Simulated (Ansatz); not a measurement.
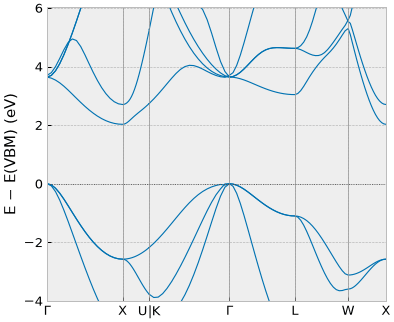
Band structure from PBE (plane waves, PAW; program Ansatz)

Read off the gap and where the band edges lie.

About 2.0 eV (2.03 eV by a search for the band edges); maximum at Γ, minimum at X.

Which compound is it?
(A) HfO2, fluorite
(B) TeO2, fluorite
(C) CuI, zinc blende
(D) BeTe, zinc blende

D, BeTe, zinc blende

Space group F-43m (zinc blende). The PBE relaxation kept the symmetry of its start. Spin–orbit coupling is left out wherever it is not named.

Potentials: the later of the program's two PAW sets.
